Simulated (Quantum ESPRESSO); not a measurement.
# In2Se2, 1 layer, stepped through biaxial strain, part 2 of 7

Aim: how the results for In2Se2, 1 layer change with biaxial strain.

Quantum ESPRESSO 7.5; plane-wave DFT, PBE, GBRV ultrasoft pseudopotentials.

So far. Step 2 (Variable-cell relaxation of the reference):  The last row is no step: it is a fresh SCF in the final cell with a new plane-wave basis, +1 meV from the row before.

## (3) Relaxation with pw.x, -4 %

The input, m0.relax.in:

```
&control
  prefix = 'm0.relax'
  outdir = './out'
  pseudo_dir = './pseudo'
  nstep = 40
  forc_conv_thr = 0.0003
  calculation = 'relax'
  tstress = .true.
/
&system
  ibrav = 0
  nat = 4
  ntyp = 2
  ecutwfc = 50
  ecutrho = 250
  occupations = 'smearing'
  smearing = 'fd'
  degauss = 0.002
/
&electrons
  conv_thr = 1e-09
  mixing_beta = 0.4
  electron_maxstep = 120
  mixing_mode = 'plain'
/
&ions
/
ATOMIC_SPECIES
  Se  78.9710  se_pbe_v1.uspp.F.UPF
  In  114.8180  in_pbe_v1.4.uspp.F.UPF
CELL_PARAMETERS angstrom
  3.91742134560000 0.00000000000000 0.00000000000000
  -1.95871067328000 3.39258640224000 0.00000000000000
  0.00000000000000 0.00000000000000 20.14290946400000
ATOMIC_POSITIONS crystal
  Se  0.333333333300 0.666666666700 0.366554287400
  In  0.000000000000 0.000000000000 0.429924683600
  In  0.000000000000 0.000000000000 0.570075316400
  Se  0.333333333300 0.666666666700 0.633445712600
K_POINTS automatic
  12 12 1 0 0 0
```

Command:

```bash
> OMP_NUM_THREADS=1 mpirun -n 4 pw.x -nk 4 -in m0.relax.in > m0.relax.out
```

The program printed:

```text
[banner, memory and clock lines left out]
Program PWSCF v.7.5 starts
[citation notice left out]

[...]
Message from routine setup:
[...]
bravais-lattice index     =            0
     lattice parameter (alat)  =       7.4029  a.u.
     unit-cell volume          =    1806.5501 (a.u.)^3
     number of atoms/cell      =            4
     number of atomic types    =            2
     number of electrons       =        38.00
     number of Kohn-Sham states=           23
     kinetic-energy cutoff     =      50.0000  Ry
     charge density cutoff     =     250.0000  Ry
     scf convergence threshold =      1.0E-09
     mixing beta               =       0.4000
     number of iterations used =            8  plain     mixing
     energy convergence thresh.=      1.0E-04
     force convergence thresh. =      3.0E-04
     Exchange-correlation=  SLA  PW   PBX  PBC
                           (   1   4   3   4   0   0   0)
     nstep                     =           40

[...]
PseudoPot. # 1 for Se read from file:
     ./pseudo/se_pbe_v1.uspp.F.UPF
     Pseudo is Ultrasoft + core correction, Zval =  6.0
     Generated by new atomic code, or converted to UPF format
     Using radial grid of  877 points,  6 beta functions with:
                l(1) =   0
                l(2) =   0
                l(3) =   1
                l(4) =   1
                l(5) =   2
                l(6) =   2
     Q(r) pseudized with  8 coefficients,  rinner =    1.300   1.300   1.300
                                                       1.300   1.300

     PseudoPot. # 2 for In read from file:
     ./pseudo/in_pbe_v1.4.uspp.F.UPF
     Pseudo is Ultrasoft + core correction, Zval = 13.0
     Generated by new atomic code, or converted to UPF format
     Using radial grid of  889 points,  6 beta functions with:
                l(1) =   0
                l(2) =   0
                l(3) =   1
                l(4) =   1
                l(5) =   2
                l(6) =   2
     Q(r) pseudized with  6 coefficients,  rinner =    1.400   1.400   1.400
                                                       1.400   1.400

     atomic species   valence    mass     pseudopotential
     Se                6.00    78.97100     Se( 1.00)
     In               13.00   114.81800     In( 1.00)

     12 Sym. Ops. (no inversion) found

[...]
number of k points=    19  Fermi-Dirac smearing, width (Ry)=  0.0020
[...]
Dense  grid:   120773 G-vectors     FFT dimensions: (  40,  40, 192)

     Smooth grid:    86319 G-vectors     FFT dimensions: (  36,  36, 180)

     Initial potential from superposition of free atoms

     starting charge      34.9999, renormalised to      38.0000

     negative rho (up, down):  4.763E-04 0.000E+00
     Starting wfcs are   26 randomized atomic wfcs

     per-process dynamical memory:   100.4 Mb

     Self-consistent Calculation

     iteration #  1     ecut=    50.00 Ry     beta= 0.40
     Davidson diagonalization with overlap
     ethr =  1.00E-02,  avg # of iterations =  3.1

     negative rho (up, down):  4.013E-04 0.000E+00

     total energy              =    -353.45508418 Ry
     estimated scf accuracy    <       4.05573102 Ry

     iteration #  2     ecut=    50.00 Ry     beta= 0.40
[...]
negative rho (up, down):  4.311E-04 0.000E+00

[...]
total energy              =    -354.27484591 Ry
     estimated scf accuracy    <       0.11248938 Ry

     iteration #  3     ecut=    50.00 Ry     beta= 0.40
[...]
negative rho (up, down):  4.676E-04 0.000E+00

[...]
total energy              =    -354.29904676 Ry
     estimated scf accuracy    <       0.06220837 Ry

     iteration #  4     ecut=    50.00 Ry     beta= 0.40
[...]
negative rho (up, down):  5.000E-04 0.000E+00

[...]
total energy              =    -354.30519609 Ry
     estimated scf accuracy    <       0.00752401 Ry

     iteration #  5     ecut=    50.00 Ry     beta= 0.40
[...]
negative rho (up, down):  5.108E-04 0.000E+00

[...]
total energy              =    -354.30584676 Ry
     estimated scf accuracy    <       0.00053142 Ry

     iteration #  6     ecut=    50.00 Ry     beta= 0.40
[...]
negative rho (up, down):  5.184E-04 0.000E+00

[...]
total energy              =    -354.30590481 Ry
     estimated scf accuracy    <       0.00005818 Ry

[...]
iteration #  9     ecut=    50.00 Ry     beta= 0.40
[...]
negative rho (up, down):  5.245E-04 0.000E+00

[...]
total energy              =    -354.30593399 Ry
     estimated scf accuracy    <       0.00000018 Ry

     iteration # 10     ecut=    50.00 Ry     beta= 0.40
[...]
negative rho (up, down):  5.254E-04 0.000E+00

[...]
total energy              =    -354.30593415 Ry
     estimated scf accuracy    <       0.00000002 Ry

     iteration # 11     ecut=    50.00 Ry     beta= 0.40
[...]
negative rho (up, down):  5.259E-04 0.000E+00

[...]
total energy              =    -354.30593415 Ry
     estimated scf accuracy    <          1.6E-09 Ry

     iteration # 12     ecut=    50.00 Ry     beta= 0.40
[...]
negative rho (up, down):  5.267E-04 0.000E+00

[...]
End of self-consistent calculation

          k = 0.0000 0.0000 0.0000 ( 10831 PWs)   bands (ev):

   -14.9401 -14.7783 -14.7783 -14.7101 -14.7101 -14.6712 -14.6712 -14.5389
   -14.5039 -14.5039 -13.7611 -13.5925  -6.3798  -4.1486  -1.3301  -1.3301
    -1.2595  -1.2595  -1.0747   0.9171   2.1443   4.4610   4.4610

          k = 0.0000 0.0962 0.0000 ( 10835 PWs)   bands (ev):

   -14.9452 -14.8091 -14.7755 -14.7594 -14.7039 -14.6737 -14.6683 -14.5471
   -14.5046 -14.4734 -13.6697 -13.5103  -6.3342  -4.1545  -1.7936  -1.7104
    -1.4272  -1.3465  -1.0197   1.3027   2.5648   4.0028   4.5418

[...]
the Fermi energy is    -0.1359 ev

!    total energy              =    -354.30593416 Ry
     estimated scf accuracy    <          1.0E-10 Ry
     smearing contrib. (-TS)   =      -0.00000000 Ry
     internal energy E=F+TS    =    -354.30593416 Ry

[...]
atom    4 type  1   force =     0.00000000    0.00000000    0.02559476

     Total force =     0.052150     Total SCF correction =     0.000015

     Computing stress (Cartesian axis) and pressure

     negative rho (up, down):  5.267E-04 0.000E+00
          total   stress  (Ry/bohr**3)                   (kbar)     P=       19.04
   0.00016237   0.00000000   0.00000000           23.89        0.00        0.00
   0.00000000   0.00016237  -0.00000000            0.00       23.89       -0.00
   0.00000000   0.00000000   0.00006363            0.00        0.00        9.36

     BFGS Geometry Optimization
     Energy error            =      2.7E-03 Ry
     Gradient error          =      2.7E-02 Ry/Bohr

     number of scf cycles    =   1
     number of bfgs steps    =   0

     energy             new  =    -354.3059341577 Ry

     new trust radius        =       0.0265464251 bohr
     new conv_thr            =       0.0000000010 Ry

ATOMIC_POSITIONS (crystal)
Se               0.3333333333        0.6666666667        0.3658818839
In              -0.0000000000       -0.0000000000        0.4306220885
In               0.0000000000        0.0000000000        0.5693779115
Se               0.3333333333        0.6666666667        0.6341181161

[...]
NEW-OLD atomic charge density approx. for the potential

     negative rho (up, down):  5.154E-04 0.000E+00

     per-process dynamical memory:   105.7 Mb

[...]
!    total energy              =    -354.30811213 Ry
[...]
Total force =     0.031623     Total SCF correction =     0.000023
[...]
number of bfgs steps    =   1
[...]
energy             new  =    -354.3081121262 Ry
[...]
new trust radius        =       0.0292010676 bohr
[...]
!    total energy              =    -354.30925703 Ry
[...]
Total force =     0.014018     Total SCF correction =     0.000056
[...]
number of bfgs steps    =   2
[...]
energy             new  =    -354.3092570310 Ry
[...]
new trust radius        =       0.0250344776 bohr
[...]
!    total energy              =    -354.30957356 Ry
[...]
Total force =     0.010610     Total SCF correction =     0.000003
[...]
number of bfgs steps    =   3
[...]
energy             new  =    -354.3095735637 Ry
[...]
new trust radius        =       0.0150552946 bohr
[...]
!    total energy              =    -354.30972047 Ry
[...]
Total force =     0.010719     Total SCF correction =     0.000027
[...]
number of bfgs steps    =   4
[...]
energy             new  =    -354.3097204679 Ry
[...]
new trust radius        =       0.0165608240 bohr
[...]
!    total energy              =    -354.30989319 Ry
[...]
Total force =     0.009588     Total SCF correction =     0.000016
[...]
number of bfgs steps    =   5
[...]
energy             new  =    -354.3098931931 Ry
[...]
new trust radius        =       0.0248412360 bohr
[...]
!    total energy              =    -354.31010469 Ry
[...]
Total force =     0.006258     Total SCF correction =     0.000007
[...]
number of bfgs steps    =   6
[...]
energy             new  =    -354.3101046940 Ry
[...]
new trust radius        =       0.0211452070 bohr
[...]
!    total energy              =    -354.31019287 Ry
[...]
Total force =     0.001780     Total SCF correction =     0.000013
[...]
number of bfgs steps    =   7
[...]
energy             new  =    -354.3101928717 Ry
[...]
new trust radius        =       0.0025588351 bohr
[...]
Self-consistent Calculation

     iteration #  1     ecut=    50.00 Ry     beta= 0.40
     Davidson diagonalization with overlap
     ethr =  1.00E-06,  avg # of iterations =  3.0

     Threshold (ethr) on eigenvalues was too large:
     Diagonalizing with lowered threshold

     Davidson diagonalization with overlap
     ethr =  3.18E-08,  avg # of iterations =  2.5

     negative rho (up, down):  5.299E-04 0.000E+00

     total energy              =    -354.31019035 Ry
     estimated scf accuracy    <       0.00001446 Ry

[...]
iteration #  7     ecut=    50.00 Ry     beta= 0.40
[...]
negative rho (up, down):  5.296E-04 0.000E+00

[...]
End of self-consistent calculation

          k = 0.0000 0.0000 0.0000 ( 10831 PWs)   bands (ev):

   -14.9505 -14.7821 -14.7821 -14.7092 -14.7092 -14.6934 -14.6934 -14.5199
   -14.5199 -14.4896 -13.5964 -13.4771  -6.5329  -4.2861  -1.2706  -1.1688
    -1.1688  -1.1048  -1.1048   0.8994   2.2408   4.4913   4.4913

          k = 0.0000 0.0962 0.0000 ( 10835 PWs)   bands (ev):

   -14.9499 -14.8115 -14.7802 -14.7384 -14.7034 -14.6955 -14.6899 -14.5448
   -14.5206 -14.4616 -13.5147 -13.3981  -6.4834  -4.2837  -1.6231  -1.5475
    -1.2613  -1.2193  -1.1876   1.2486   2.6564   3.9996   4.4988

[...]
the Fermi energy is    -0.2545 ev

!    total energy              =    -354.31019629 Ry
     estimated scf accuracy    <          5.5E-12 Ry
     smearing contrib. (-TS)   =      -0.00000000 Ry
     internal energy E=F+TS    =    -354.31019629 Ry

     The total energy is F=E-TS. E is the sum of the following terms:
     one-electron contribution =   -1144.66700838 Ry
     hartree contribution      =     587.93005137 Ry
     xc contribution           =    -135.01533973 Ry
     ewald contribution        =     337.44210046 Ry

     convergence has been achieved in   7 iterations

     negative rho (up, down):  5.296E-04 0.000E+00

     Forces acting on atoms (cartesian axes, Ry/au):

     atom    1 type  1   force =     0.00000000   -0.00000000    0.00023779
     atom    2 type  2   force =     0.00000000   -0.00000000   -0.00028967
     atom    3 type  2   force =     0.00000000   -0.00000000    0.00028967
     atom    4 type  1   force =     0.00000000   -0.00000000   -0.00023779

     Total force =     0.000530     Total SCF correction =     0.000006

     Computing stress (Cartesian axis) and pressure

     negative rho (up, down):  5.296E-04 0.000E+00
          total   stress  (Ry/bohr**3)                   (kbar)     P=        9.72
   0.00010026   0.00000000   0.00000000           14.75        0.00        0.00
   0.00000000   0.00010026   0.00000000            0.00       14.75        0.00
   0.00000000  -0.00000000  -0.00000237            0.00       -0.00       -0.35

     Energy error            =      3.4E-06 Ry
     Gradient error          =      2.9E-04 Ry/Bohr

     bfgs converged in   9 scf cycles and   8 bfgs steps
     (criteria: energy <  1.0E-04 Ry, force <  3.0E-04 Ry/Bohr)

     End of BFGS Geometry Optimization

     Final energy             =    -354.3101962893 Ry

     File ./out/m0.relax.bfgs deleted, as requested
Begin final coordinates

ATOMIC_POSITIONS (crystal)
Se               0.3333333333        0.6666666667        0.3624120792
In              -0.0000000000        0.0000000000        0.4302076396
In               0.0000000000        0.0000000000        0.5697923604
Se               0.3333333333        0.6666666667        0.6375879208
End final coordinates

[...]
```

It took 4.9 min on 4 MPI ranks of Arm Neoverse V1, shared host; peak memory 0.87 GiB; 20 min of CPU time.

Relaxation path:

```tsv
step	energy less that of the first step (eV)	largest force (eV/Å)
1	0.0000	0.6825
2	-0.0296	0.4550
3	-0.0452	0.2529
4	-0.0495	0.1525
5	-0.0515	0.1820
6	-0.0539	0.1710
7	-0.0567	0.1137
8	-0.0579	0.0288
9	-0.0580	0.0074
```

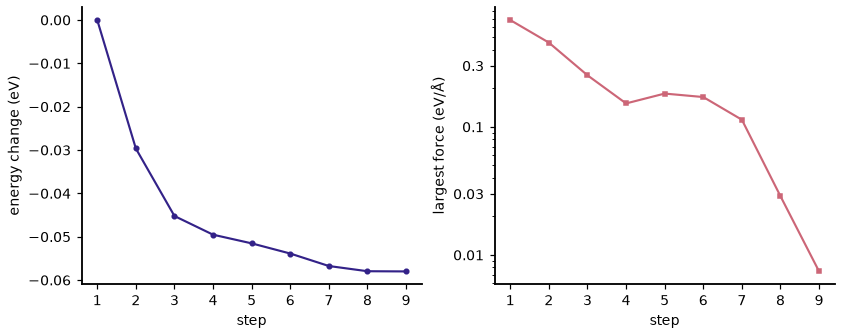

Energy and largest force along the relaxation.

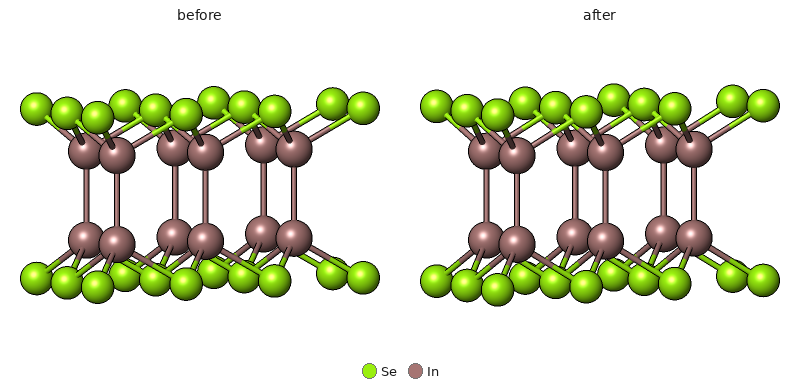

Before and after, at one scale.

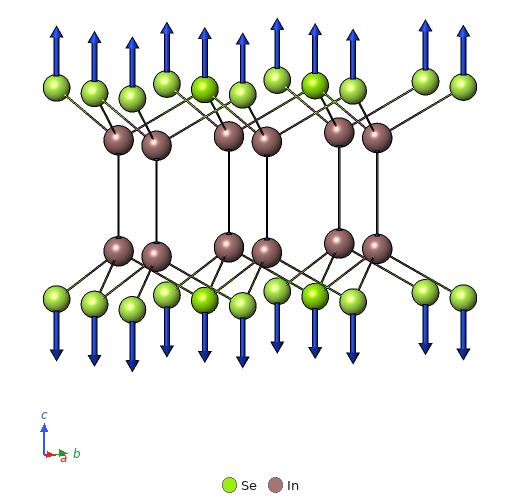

Displacements in the relaxation, exaggerated; the longest in the cell stands for 0.08 Å. 1×2×1 cells are drawn. Some periodic images of atoms are drawn too.

The atoms that moved most (Å):

```tsv
atom	dx	dy	dz	length
Se1	0.000	0.000	-0.083	0.083
Se4	0.000	0.000	0.083	0.083
In2	0.000	0.000	0.006	0.006
In3	0.000	0.000	-0.006	0.006
```

The relaxed structure:

```xyz
4
Lattice="3.9174 0.0000 0.0000 -1.9587 3.3926 0.0000 0.0000 0.0000 20.1429" Properties=species:S:1:pos:R:3
Se    0.0000    2.2617    7.3000
In    0.0000    0.0000    8.6656
In    0.0000    0.0000   11.4773
Se    0.0000    2.2617   12.8429
```

The relaxation lowers the energy by 14 meV an atom.

This step gave:

```
free energy  : -4820.6358 eV
Fermi energy : -0.2545 eV
```

[end of part 2 of 7]

[Logs are printed without paths, hosts, clocks, repeated set-up lines and the standing remarks that a program may print on its own settings, such as how far it seeks lower states.]

[Hosts, paths, dates, database ids (printed as entryN), source tags and the programs' standing remarks are cut or masked in the printed files.]

[Maps of the electrostatic potential energy from Ansatz leave out the sawtooth potential of an applied field or a dipole correction, so their vacuum need not be flat; planar profiles and work functions include it.]
